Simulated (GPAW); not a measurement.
Two runs for the F K edge of atom 3 in Ba2NF (R-3m). Run A: GPAW, LDA, full core hole (charged cell), 12-atom cell with 7.0 Å between holes, 3×3×3 k points, dipole transitions, Gaussian full width 0.9 eV up to 4 eV, rising linearly to 3.5 eV at 25 eV. Run B differs in one choice.

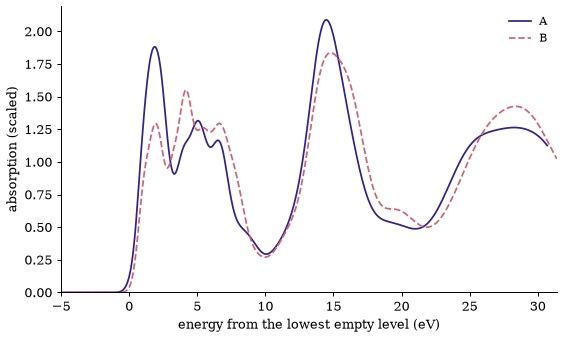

Energy from the lowest empty level; intensity scaled to a mean of 1 over the first 20 eV.

Q: What was changed?
a) the size of the supercell
b) the broadening
c) the volume of the cell
d) the plane-wave cutoff

(a): run B changes the supercell atoms from 12 to 4, and the k mesh follows the cell. The scaled spectrum changes by 22 % r.m.s. The highest intensity below 16 eV goes from 14.5 eV (2.09) to 14.8 eV (1.84). Other settings could leave a like mark; this is the one that was changed.

[Hosts, paths, dates, database ids (printed as entryN), source tags and the programs' standing remarks are cut or masked in the printed files.]

[Lists of maxima count a maximum above −3 eV only where it reaches 4 % of the highest in the window and stands out from its surroundings by 2 % of it (1.5 % where it reaches 55 %); shoulders and weaker maxima are passed over, and of the rest the first, up to two pre-edge ones and the few strongest are named.]
